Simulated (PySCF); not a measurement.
```xyz
9

Si   -0.3334    0.4201   -1.1094
C     0.2992    0.3515    0.6041
C     0.3712   -0.8081    1.2685
H     0.6197    1.2767    1.0975
H     0.0613   -1.7546    0.8132
H     0.7404   -0.8606    2.2981
F     0.6957    1.1216   -2.1187
F    -1.7037    1.2450   -1.2229
F    -0.6178   -1.0610   -1.6561
```

Geometry: PBE0-D3(BJ)/def2-SVP.

Theory: PBE0/pcSseg-1, SCF density, gas phase, non-relativistic in PySCF 2.14.0.

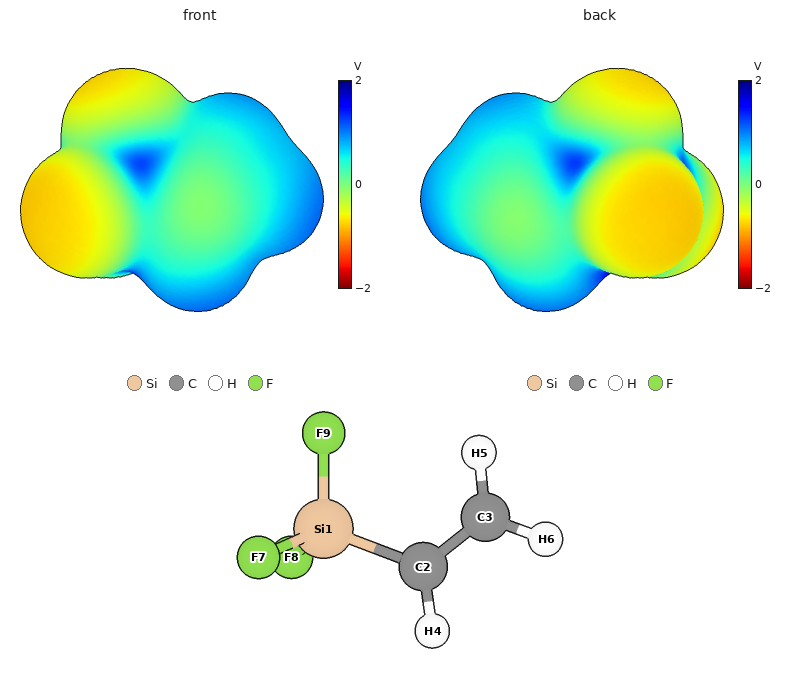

C₂H₃F₃Si (Si(vinyl)F3). The electrostatic potential painted on the density surface at 0.001 e/bohr³, seen from the front and from behind; the colour scale runs from red (negative) to blue (positive). The bare structure is drawn below in the same view.

**Describe the electrostatic potential map.**

The most negative region (about −0.8 V) lies over F7 and F8, the most positive (about +1.5 V) over Si1.
